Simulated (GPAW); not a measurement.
# Screening of a field by V2CO2 MXene monolayer

Wanted: the out-of-plane polarisability of V2CO2 MXene monolayer.

Calculated with GPAW 26.7.0; GPAW, PAW setups; layer in a repeated cell with vacuum, relaxation of atoms and in-plane cell, in the first sound run; inputs show where later runs differ.

**1. Starting point**

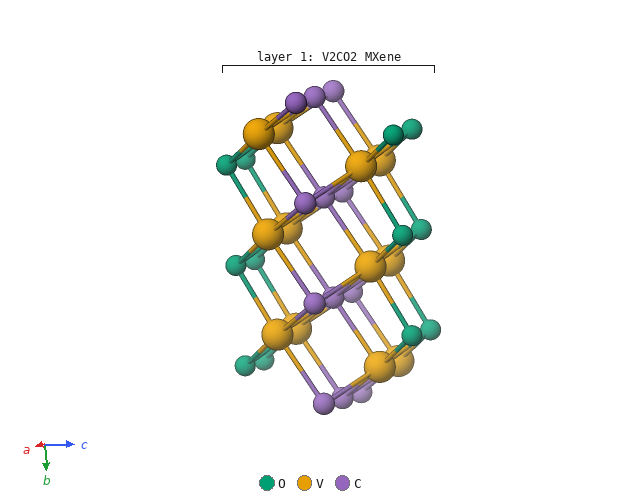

The starting structure, seen from the side, with the c axis across the page (oxygen teal, vanadium orange, carbon purple). 2×3×1 cells are drawn. Some periodic images of atoms are drawn too.

The cell holds 5 atoms: 2 O, 2 V and 1 C. Cell: a = 3.012 Å, b = 3.012 Å, c = 18.498 Å, α = 90.0°, β = 90.0°, γ = 120.0°. Vacuum lies along c.

**2. Relaxing the atoms**

The atoms are relaxed first, since the surface dipole, and with it the work function, follows the positions of the outer layers.

run.py

```python
import json
import numpy as np
from ase import Atoms
from ase.filters import FrechetCellFilter
from ase.optimize import BFGS
from gpaw import GPAW, PW

slab = Atoms(
    ['O', 'V', 'C', 'V', 'O'],
    positions=[
        [-0.00000, 1.73907, 7.00000],
        [1.50608, 0.86953, 8.06067],
        [0.00000, 0.00000, 9.24918],
        [-0.00000, 1.73907, 10.43770],
        [1.50608, 0.86953, 11.49837]],
    cell=[[3.01215, 0.0, 0.0], [-1.50608, 2.6086, 0.0], [0.0, 0.0, 18.4984]],
    pbc=[True, True, True],
    magmoms=[0.0, 2.0, 0.0, 2.0, 0.0])

slab.calc = GPAW(mode=PW(600), xc='PBE', kpts={'size': (12, 12, 1), 'gamma': True},
                 occupations={'name': 'fermi-dirac', 'width': 0.05}, nbands='160%',
                 convergence={'density': 1e-05}, maxiter=200,
                 symmetry={'tolerance': 1e-3}, txt='slab.txt')
result = {}
# The in-plane cell is free; stress needs a cell that repeats along all three vectors
path = []
opt = BFGS(FrechetCellFilter(slab, mask=[1, 1, 0, 0, 0, 1]), maxstep=0.2)
opt.attach(lambda: path.append((slab.get_potential_energy(), slab.positions.tolist(), slab.get_forces().tolist())))
result['relaxed'] = bool(opt.run(fmax=0.02, steps=45))
result['path'] = path
result['cell'] = slab.cell.tolist()
print('in-plane lattice', slab.cell.cellpar().round(4)[[0, 1, 5]])
energy = slab.get_potential_energy()
fermi = slab.calc.get_fermi_level()
v = slab.calc.get_electrostatic_potential().mean((0, 1)) - fermi
n = slab.calc.get_pseudo_density().mean((0, 1))
L = slab.cell[2, 2]
z = np.arange(len(v)) * L / len(v)
low, high = slab.positions[:, 2].min(), slab.positions[:, 2].max()
below, above = np.interp([low - 4.8, high + 4.8], z, v)
slopes = [np.interp(x, z, np.gradient(v, z)) for x in (low - 4.8, high + 4.8)]
eps = np.array([[slab.calc.get_eigenvalues(k, s) for k in range(len(slab.calc.get_ibz_k_points()))]
                for s in range(slab.calc.get_number_of_spins())]) - fermi
top, bottom = eps[eps < 0].max(), eps[eps > 0].min()
dipole = slab.get_dipole_moment()[2]
print(f'energy {energy:.4f} eV, Fermi level {fermi:.4f} eV, dipole {dipole:.5f} e A')
print(f'potential 4.8 A off the faces, from the Fermi level: lower {below:.4f} eV, upper {above:.4f} eV')
print(f'slope of the potential there: lower {slopes[0]:.5f}, upper {slopes[1]:.5f} eV/A')
print(f'nearest levels on the mesh: {top:.4f} and {bottom:.4f} eV')
print('magnetic moment', round(slab.get_magnetic_moment(), 3))
result.update(energy=energy, fermi=fermi, dipole=dipole, below=below, above=above, slopes=slopes, edges=[top, bottom],
              z=z.tolist(), v=v.tolist(), n=n.tolist(), positions=slab.positions.tolist(),
              forces=slab.get_forces(apply_constraint=False).tolist(), moments=slab.get_magnetic_moments().tolist())
json.dump(result, open('result.json', 'w'))
```

Launch:

```
$ OMP_NUM_THREADS=1 OPENBLAS_NUM_THREADS=1 python run.py
```

The program printed:

```text
Step          Energy          fmax
BFGS:    0      -43.239432        1.672638
BFGS:    1      -43.346803        1.448333
BFGS:    2      -43.494510        0.913938
BFGS:    3      -43.520499        0.617644
BFGS:    4      -43.541780        0.333216
BFGS:    5      -43.545152        0.212817
BFGS:    6      -43.549866        0.156556
BFGS:    7      -43.547489        0.071068
BFGS:    8      -43.545810        0.021758
BFGS:    9      -43.545344        0.002444
in-plane lattice [  2.8872   2.8872 120.0001]
energy -43.5379 eV, Fermi level -1.2204 eV, dipole -0.00042 e A
potential 4.8 A off the faces, from the Fermi level: lower 6.6529 eV, upper 6.6553 eV
slope of the potential there: lower -0.00086, upper -0.00021 eV/A
nearest levels on the mesh: -0.1022 and 0.0226 eV
magnetic moment -0.0
```

Run time: 20 min. Hardware: 1 thread of Arm Neoverse V2, shared host; peak memory 0.48 GiB.

Numbers from this step:

* dipole along the normal: -4.18e-4 e·Å
* levels nearest the Fermi level on the mesh: -0.1022, 0.02257 eV from the Fermi level
* sum of the site moments: 0 μB

The electrostatic potential energy of an electron (without an applied field's), less the Fermi level, planar mean oscillates, so the rows of the table below give means over windows of 1.41 Å about each position, cut where the curve ends. Its maxima inside the range that stand out by 2 % of the span (Å: eV): 7.4: -9.55, 8.8: -8.26, 9.7: -8.26, 11.1: -9.55. Its minima: 7.0: -12.4, 8.0: -18.9, 9.2: -14.0, 10.5: -18.9, 11.5: -12.4.

The electrostatic potential energy of an electron (without an applied field's), less the Fermi level, planar mean by z; means over each step:

| z (Å) | electrostatic potential energy of an electron (without an applied field's), less the Fermi level, planar mean (eV) |
| --- | --- |
| 0.70 | 6.65 |
| 2.11 | 6.65 |
| 3.52 | 6.65 |
| 4.93 | 6.62 |
| 6.34 | 1.35 |
| 7.75 | -14.1 |
| 9.16 | -10.4 |
| 10.57 | -13.9 |
| 11.98 | -0.843 |
| 13.39 | 6.60 |
| 14.80 | 6.66 |
| 16.21 | 6.66 |
| 17.62 | 6.65 |

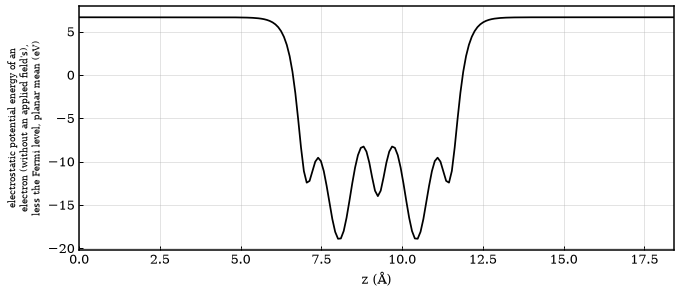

Electrostatic potential energy of an electron (without an applied field's), less the Fermi level, planar mean, plotted against z.

The pseudo valence density, planar mean oscillates, so the rows of the table below give means over windows of 1.06 Å about each position, cut where the curve ends. Its maxima inside the range that stand out by 2 % of the span (Å: e/Å³): 7.0: 1.05, 8.1: 2.06, 10.4: 2.06, 11.5: 1.05. Its minima: 7.4: 0.843, 8.8: 0.592, 11.1: 0.843.

Pseudo valence density, planar mean against z; means over each step:

| z (Å) | pseudo valence density, planar mean (e/Å³) |
| --- | --- |
| 3.71 | 2.0e-5 |
| 4.77 | 8.8e-4 |
| 5.83 | 0.0514 |
| 6.89 | 0.753 |
| 7.95 | 1.46 |
| 9.01 | 0.644 |
| 10.07 | 1.22 |
| 11.13 | 1.07 |
| 12.19 | 0.279 |
| 13.25 | 0.00536 |
| 14.31 | 1.1e-4 |

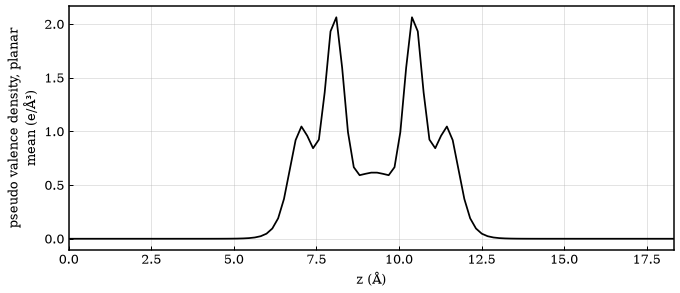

Pseudo valence density, planar mean, plotted against z.

The relaxation lowered the energy of the cell by 0.306 eV (energies extrapolated to zero smearing; the optimiser's log prints free energies). The largest force left on a free atom is 0.0024 eV/Å.

**3. Plane waves, PBE**

The work function is the vacuum plateau of the electrostatic potential less the Fermi level; a dipole layer lets the two faces have plateaus of their own.

This step: GPAW, PAW setups; slab in vacuum (GPAW 26.7.0).

The cell differs from the one that the last finished run ended in (c 18.498 → 18.451 Å).

run.py: that of step 2 with these lines changed.

```diff
@@ -3,4 +3,2 @@
 from ase import Atoms
-from ase.filters import FrechetCellFilter
-from ase.optimize import BFGS
 from gpaw import GPAW, PW
@@ -10,24 +8,17 @@
     positions=[
-        [-0.00000, 1.73907, 7.00000],
-        [1.50608, 0.86953, 8.06067],
-        [0.00000, 0.00000, 9.24918],
-        [-0.00000, 1.73907, 10.43770],
-        [1.50608, 0.86953, 11.49837]],
-    cell=[[3.01215, 0.0, 0.0], [-1.50608, 2.6086, 0.0], [0.0, 0.0, 18.4984]],
-    pbc=[True, True, True],
+        [-0.00000, 1.66690, 7.00000],
+        [1.44358, 0.83345, 8.02998],
+        [-0.00000, 0.00000, 9.22533],
+        [-0.00000, 1.66690, 10.42070],
+        [1.44358, 0.83345, 11.45068]],
+    cell=[[2.88715, -0.0, 0.0], [-1.44358, 2.50035, 0.0], [0.0, 0.0, 18.4507]],
+    pbc=[True, True, False],
     magmoms=[0.0, 2.0, 0.0, 2.0, 0.0])
 
-slab.calc = GPAW(mode=PW(600), xc='PBE', kpts={'size': (12, 12, 1), 'gamma': True},
+slab.calc = GPAW(mode=PW(500), xc='PBE', kpts={'size': (12, 12, 1), 'gamma': True},
                  occupations={'name': 'fermi-dirac', 'width': 0.05}, nbands='160%',
                  convergence={'density': 1e-05}, maxiter=200,
+                 poissonsolver={'dipolelayer': 'xy'},
                  symmetry={'tolerance': 1e-3}, txt='slab.txt')
 result = {}
-# The in-plane cell is free; stress needs a cell that repeats along all three vectors
-path = []
-opt = BFGS(FrechetCellFilter(slab, mask=[1, 1, 0, 0, 0, 1]), maxstep=0.2)
-opt.attach(lambda: path.append((slab.get_potential_energy(), slab.positions.tolist(), slab.get_forces().tolist())))
-result['relaxed'] = bool(opt.run(fmax=0.02, steps=45))
-result['path'] = path
-result['cell'] = slab.cell.tolist()
-print('in-plane lattice', slab.cell.cellpar().round(4)[[0, 1, 5]])
 energy = slab.get_potential_energy()
```

The program printed:

```text
energy -42.8490 eV, Fermi level -1.1972 eV, dipole -0.00033 e A
potential 4.8 A off the faces, from the Fermi level: lower 6.6422 eV, upper 6.6495 eV
slope of the potential there: lower -0.00024, upper 0.00024 eV/A
nearest levels on the mesh: -0.1032 and 0.0220 eV
magnetic moment 0.0
```

Elapsed: 89 s, on 1 thread; peak memory 0.28 GiB.

This step gave:

- dipole along the normal: -3.29e-4 e·Å
- levels nearest the Fermi level on the mesh: -0.1032, 0.02197 eV from the Fermi level
- upper work function: 6.650 eV
- lower work function: 6.642 eV

The electrostatic potential energy of an electron (without an applied field's), less the Fermi level, planar mean oscillates, so the rows of the table below give means over windows of 1.35 Å about each position, cut where the curve ends. Its maxima inside the range that stand out by 2 % of the span (Å: eV): 7.4: -9.58, 8.7: -8.24, 9.7: -8.24, 11.1: -9.58. Its minima: 7.0: -12.4, 8.1: -18.9, 9.2: -14.0, 10.4: -18.9, 11.4: -12.4.

The electrostatic potential energy of an electron (without an applied field's), less the Fermi level, planar mean by z; means over each step:

| z (Å) | electrostatic potential energy of an electron (without an applied field's), less the Fermi level, planar mean (eV) |
| --- | --- |
| 0.68 | 6.64 |
| 2.03 | 6.64 |
| 3.38 | 6.64 |
| 4.73 | 6.62 |
| 6.08 | 4.32 |
| 7.43 | -12.6 |
| 8.78 | -12.2 |
| 10.13 | -13.6 |
| 11.48 | -6.68 |
| 12.83 | 6.23 |
| 14.18 | 6.64 |
| 15.53 | 6.65 |
| 16.88 | 6.65 |
| 18.23 | 6.65 |

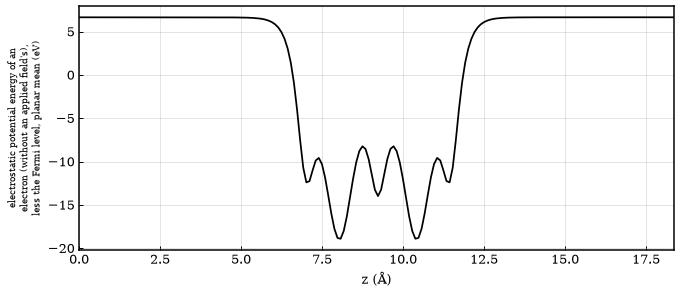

Electrostatic potential energy of an electron (without an applied field's), less the Fermi level, planar mean against z.

The pseudo valence density, planar mean oscillates, so the rows of the table below give means over windows of 0.96 Å about each position, cut where the curve ends. Its maxima inside the range that stand out by 2 % of the span (Å: e/Å³): 7.11: 1.02, 8.07: 2.07, 10.38: 2.07, 11.34: 1.02. Its minima: 7.50: 0.863, 8.84: 0.593, 10.96: 0.863.

The pseudo valence density, planar mean by z; means over each step:

| z (Å) | pseudo valence density, planar mean (e/Å³) |
| --- | --- |
| 4.32 | 1.7e-4 |
| 5.28 | 0.00588 |
| 6.24 | 0.228 |
| 7.20 | 0.946 |
| 8.16 | 1.48 |
| 9.12 | 0.611 |
| 10.08 | 1.27 |
| 11.04 | 1.10 |
| 12.00 | 0.411 |
| 12.96 | 0.0135 |
| 13.92 | 3.7e-4 |
| 14.88 | 1.4e-5 |

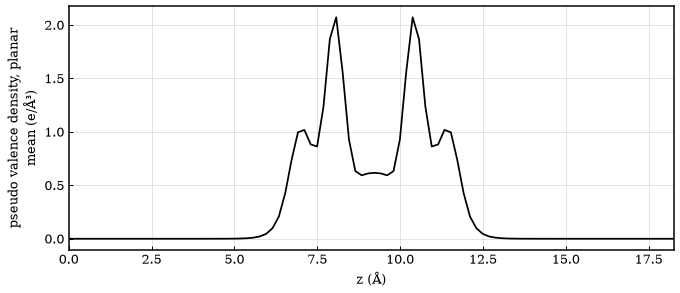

Pseudo valence density, planar mean, plotted against z.

Force by atom:

| atom | x (eV/Å) | y (eV/Å) | z (eV/Å) | size |
| --- | --- | --- | --- | --- |
| O1 | 0.0000 | 0.0000 | -0.0813 | 0.0813 |
| V2 | 0.0000 | 0.0000 | 0.0241 | 0.0241 |
| C3 | 0.0000 | 0.0000 | 0.0000 | 0.0000 |
| V4 | 0.0000 | 0.0000 | -0.0241 | 0.0241 |
| O5 | 0.0000 | 0.0000 | 0.0813 | 0.0813 |

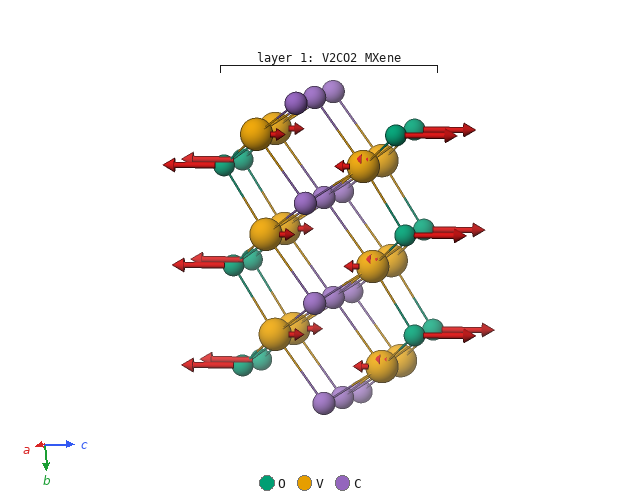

Force as arrows, the longest 0.0813 eV/Å. 2×3×1 cells are drawn. Some periodic images of atoms are drawn too.

The potential is flat to 2.4e-4 eV/Å where it is read, so the vacuum is wide enough.

**4. Field on**

A uniform field along the normal polarises the slab; the atoms stay fixed, so this is the electronic response alone.

run.py: that of step 3 with these lines changed.

```diff
@@ -4,2 +4,3 @@
 from gpaw import GPAW, PW
+from gpaw.external import ConstantElectricField
 
@@ -21,2 +22,3 @@
                  poissonsolver={'dipolelayer': 'xy'},
+                 external=ConstantElectricField(-0.2, [0, 0, 1]),
                  symmetry={'tolerance': 1e-3}, txt='slab.txt')
```

The program printed:

```text
energy -42.8535 eV, Fermi level -1.1980 eV, dipole -0.04411 e A
potential 4.8 A off the faces, from the Fermi level: lower 6.0943 eV, upper 7.1999 eV
slope of the potential there: lower -0.00026, upper 0.00026 eV/A
nearest levels on the mesh: -0.1031 and 0.0220 eV
magnetic moment -0.0
```

The job ended after 9 min (1 thread; peak memory 0.58 GiB).

Numbers from this step:

* dipole along the normal: -0.04411 e·Å
* levels nearest the Fermi level on the mesh: -0.1031, 0.02196 eV from the Fermi level
* potential below the slab, the applied field's own ramp left out: 6.094 eV from the Fermi level
* potential above the slab, the applied field's own ramp left out: 7.200 eV from the Fermi level

The electrostatic potential energy of an electron (without an applied field's), less the Fermi level, planar mean oscillates, so the rows of the table below give means over windows of 1.35 Å about each position, cut where the curve ends. Its maxima inside the range that stand out by 2 % of the span (Å: eV): 7.4: -9.94, 8.7: -8.34, 9.7: -8.14, 11.1: -9.22. Its minima: 7.0: -12.8, 8.1: -19.1, 9.2: -14.0, 10.4: -18.7, 11.4: -12.0.

Electrostatic potential energy of an electron (without an applied field's), less the Fermi level, planar mean against z; means over each step:

| z (Å) | electrostatic potential energy of an electron (without an applied field's), less the Fermi level, planar mean (eV) |
| --- | --- |
| 0.68 | 6.17 |
| 2.03 | 6.09 |
| 3.38 | 6.09 |
| 4.73 | 6.08 |
| 6.08 | 3.81 |
| 7.43 | -13.0 |
| 8.78 | -12.3 |
| 10.13 | -13.4 |
| 11.48 | -6.26 |
| 12.83 | 6.77 |
| 14.18 | 7.19 |
| 15.53 | 7.20 |
| 16.88 | 7.20 |
| 18.23 | 7.13 |

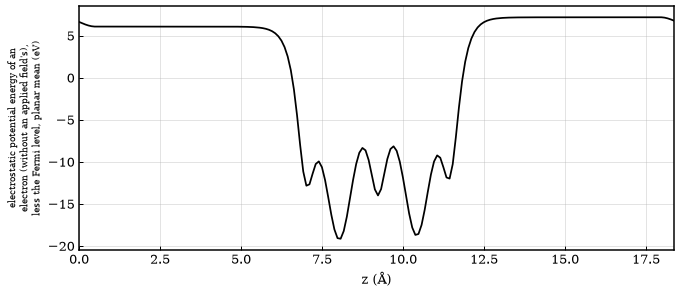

Electrostatic potential energy of an electron (without an applied field's), less the Fermi level, planar mean against z.

Force by atom:

| atom | x (eV/Å) | y (eV/Å) | z (eV/Å) | size |
| --- | --- | --- | --- | --- |
| O1 | 0.000 | 0.000 | -0.033 | 0.033 |
| V2 | 0.000 | 0.000 | -0.028 | 0.028 |
| C3 | 0.000 | 0.000 | 0.009 | 0.009 |
| V4 | 0.000 | 0.000 | -0.076 | 0.076 |
| O5 | 0.000 | 0.000 | 0.131 | 0.131 |

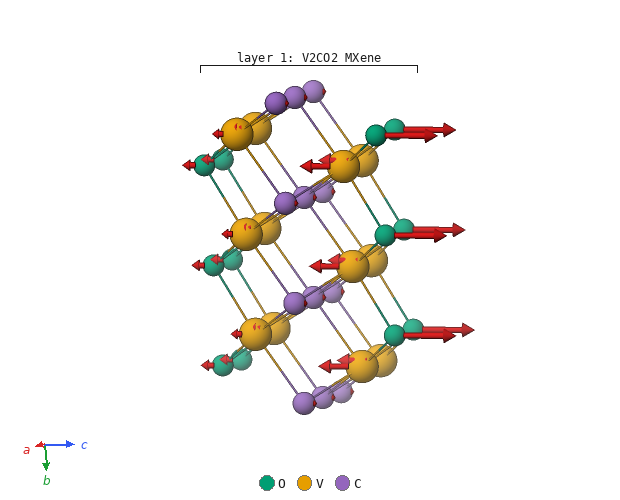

Force as arrows, the longest 0.131 eV/Å. 2×3×1 cells are drawn. Some periodic images of atoms are drawn too.

The dipole is now -0.0441 e Å, against -3.3e-4 in the run without a field.

**5. In a field**

run.py: that of step 4 with these lines changed.

```diff
@@ -22,3 +22,3 @@
                  poissonsolver={'dipolelayer': 'xy'},
-                 external=ConstantElectricField(-0.2, [0, 0, 1]),
+                 external=ConstantElectricField(-0.1, [0, 0, 1]),
                  symmetry={'tolerance': 1e-3}, txt='slab.txt')
```

The program printed:

```text
energy -42.8502 eV, Fermi level -1.1974 eV, dipole -0.02204 e A
potential 4.8 A off the faces, from the Fermi level: lower 6.3700 eV, upper 6.9225 eV
slope of the potential there: lower -0.00026, upper 0.00026 eV/A
nearest levels on the mesh: -0.1031 and 0.0219 eV
magnetic moment -0.0
```

Elapsed: 8.2 min, on 1 thread; peak memory 0.58 GiB.

This step gave:

```yaml
dipole_along_the_normal: -0.02204 e·Å
levels_nearest_the_fermi_level_on_the_mesh: -0.1031, 0.02192 eV from the Fermi level
potential_below_the_slab_the_applied_field_s_own_ramp_left_out: 6.370 eV from the Fermi level
potential_above_the_slab_the_applied_field_s_own_ramp_left_out: 6.922 eV from the Fermi level
```

The electrostatic potential energy of an electron (without an applied field's), less the Fermi level, planar mean oscillates, so the rows of the table below give means over windows of 1.35 Å about each position, cut where the curve ends. Its maxima inside the range that stand out by 2 % of the span (Å: eV): 7.4: -9.76, 8.7: -8.29, 9.7: -8.19, 11.1: -9.40. Its minima: 7.0: -12.6, 8.1: -19.0, 9.2: -14.0, 10.4: -18.8, 11.4: -12.2.

The electrostatic potential energy of an electron (without an applied field's), less the Fermi level, planar mean by z; means over each step:

| z (Å) | electrostatic potential energy of an electron (without an applied field's), less the Fermi level, planar mean (eV) |
| --- | --- |
| 0.68 | 6.41 |
| 2.03 | 6.37 |
| 3.38 | 6.37 |
| 4.73 | 6.35 |
| 6.08 | 4.07 |
| 7.43 | -12.8 |
| 8.78 | -12.2 |
| 10.13 | -13.5 |
| 11.48 | -6.47 |
| 12.83 | 6.50 |
| 14.18 | 6.92 |
| 15.53 | 6.92 |
| 16.88 | 6.92 |
| 18.23 | 6.89 |

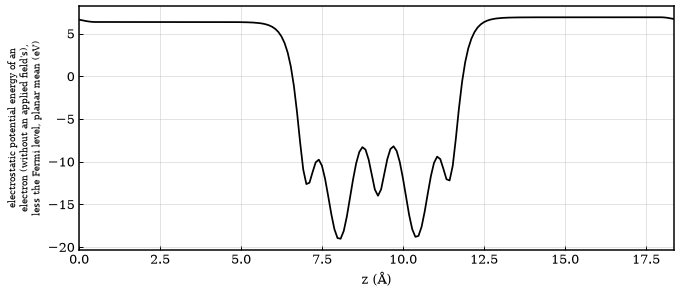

Electrostatic potential energy of an electron (without an applied field's), less the Fermi level, planar mean, plotted against z.

Force by atom:

| atom | x (eV/Å) | y (eV/Å) | z (eV/Å) | size |
| --- | --- | --- | --- | --- |
| O1 | 0.000 | 0.000 | -0.057 | 0.057 |
| V2 | 0.000 | 0.000 | -0.002 | 0.002 |
| C3 | 0.000 | 0.000 | 0.005 | 0.005 |
| V4 | 0.000 | 0.000 | -0.050 | 0.050 |
| O5 | 0.000 | 0.000 | 0.106 | 0.106 |

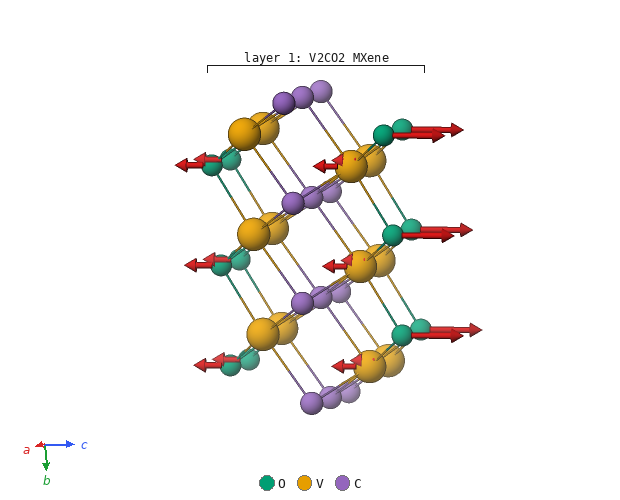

Force as arrows, the longest 0.106 eV/Å. 2×3×1 cells are drawn. Some periodic images of atoms are drawn too.

The dipole is now -0.0220 e Å, against -3.3e-4 in the run without a field.

(Continued in part 2 of 2.)

[Logs are printed without paths, hosts, clocks, repeated set-up lines and the standing remarks that a program may print on its own settings, such as how far it seeks lower states.]

[Hosts, paths, dates, database ids (printed as entryN), source tags and the programs' standing remarks are cut or masked in the printed files.]
